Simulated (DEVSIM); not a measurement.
System: Pt/SiO2/p-Si capacitor, at 300 K.

| layer (left to right) | material | thickness (nm) | Na (cm⁻³) |
|---|---|---|---|
| 1 | SiO2 | 5.40 | - |
| 2 | Si | 6600 | 7.6e15 |

Metal gate on the left, work function 5.6 eV. Fixed charge at the semiconductor interface -4.2e11 cm⁻² (in units of +e); no interface traps.

Constants are typed, rounded textbook-type inputs, not results; the design itself was drawn at random and stands for no fabricated device. Values at 300 K.

| parameter | SiO2 | Si |
|---|---|---|
| gap (eV) | 9 | 1.124 |
| affinity (eV) | 0.9 | 4.05 |
| permittivity | 3.9 | 11.7 |
| Nc (cm⁻³) | - | 2.86e19 |
| Nv (cm⁻³) | - | 3.1e19 |

Model (solved in DEVSIM): 1D Poisson equation in equilibrium, Boltzmann statistics, complete ionisation; no quantum confinement or tunnelling. Metal contacts follow the ideal Schottky-Mott rule: no Fermi-level pinning, no interface dipoles.

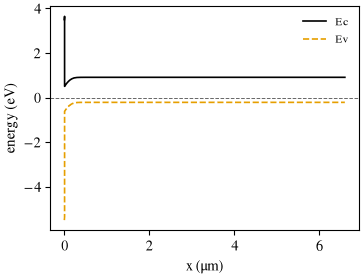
Fig. 1. Band edges at 1.2 V on the gate

Energies count from the Fermi level of the right contact; mesh points crowd at the junctions.

```tsv
x (μm)	Ec (eV)	Ev (eV)	n (cm⁻³)	p (cm⁻³)	field (V/cm)
0.000	3.500	-5.500	< 1e2	< 1e2	280000
0.001204	3.534	-5.466	< 1e2	< 1e2	280000
0.003133	3.589	-5.411	< 1e2	< 1e2	280000
0.004726	3.635	-5.365	< 1e2	< 1e2	280000
0.006304	0.506	-0.618	9.0e10	1.3e9	30000
0.008896	0.514	-0.610	6.7e10	1.7e9	29000
0.01510	0.532	-0.592	3.3e10	3.5e9	29000
0.03637	0.590	-0.534	3.5e9	3.4e10	26000
0.07672	0.687	-0.437	8.4e7	1.4e12	22000
0.1734	0.840	-0.284	220000	5.2e14	10000
0.3856	0.908	-0.216	16000	7.3e15	250
1.132	0.909	-0.215	15000	7.6e15	≈ 0
2.549	0.909	-0.215	15000	7.6e15	≈ 0
4.751	0.909	-0.215	15000	7.6e15	≈ 0
5.979	0.909	-0.215	15000	7.6e15	≈ 0
6.328	0.909	-0.215	15000	7.6e15	≈ 0
6.487	0.909	-0.215	15000	7.6e15	≈ 0
6.554	0.909	-0.215	15000	7.6e15	≈ 0
6.589	0.909	-0.215	15000	7.6e15	≈ 0
6.599	0.909	-0.215	15000	7.6e15	≈ 0
6.603	0.909	-0.215	15000	7.6e15	≈ 0
6.605	0.909	-0.215	15000	7.6e15	≈ 0
```
